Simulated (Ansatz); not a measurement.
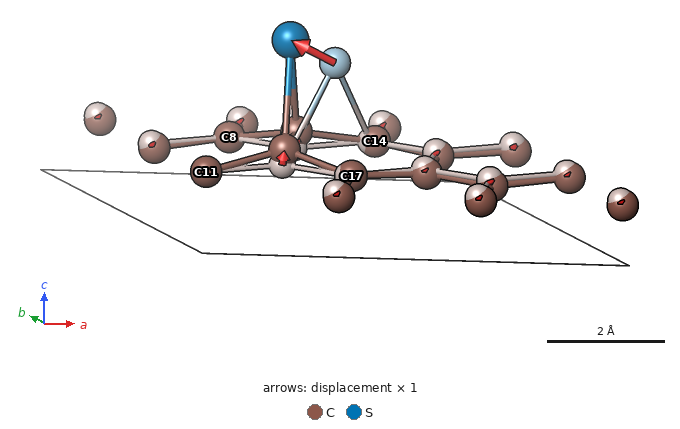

This is a relaxation of a slab of composition C18S. The starting structure is drawn faded, the final one solid; red arrows show the displacements, at their true length.

The picture is a ball-and-stick view of the cell of the calculation, outlined in the plane, without the vacuum (origin shifted), seen slightly off an axis.

It is S on graphene monolayer, set down by a guess. The run prepares an end point of a later path (adatom hop) calculation, from a guessed geometry.

Level of theory: Ansatz 0.2.0, DFT PBE-D3(BJ), scalar-relativistic, plane waves, PAW. Set-up: plane-wave cutoff 420 eV; k-point mesh 2 × 2 × 1; occupations fermi dirac; smearing width 0.05 eV; collinear spin; atoms relaxed in a fixed cell; force threshold 0.03 eV/Å; at most 60 steps.

Question: Atoms of which element are displaced furthest, and by how much?

Answer: Sulfur: up to 0.89 Å, against 0.28 Å for carbon.

Question: What happened in the run?

Answer: The atom that moves furthest relative to the layer's centre is the S atom (0.89 Å at 61° to the normal (+c side)). By element the largest moves are S 0.89 Å, C 0.28 Å. The cell stays as it was. Among the contacts that change: C–S 2.377 → 3.324 Å, C–S 2.520 → 3.324 Å, C–S 2.046 → 2.797 Å, C–S 2.363 → 2.797 Å. Among the angles between lasting bonds that change: C–C–S 76.2° → 110.9°, C–C–S 84.4° → 111.0°, C–C–S 124.7° → 111.0°. After 8 accepted moves (9 points after the start) the energy has fallen by 3.222 eV per cell of the calculation. Largest force component: 6.8 eV/Å at the start, 0.026 eV/Å at the end. 1 step only repeated the SCF at the same geometry. The program noted that the starting moments weren't kept.

Limits of the set-up: the periodic images lie only 7.4 Å apart, so the values are limited by the cell's size.
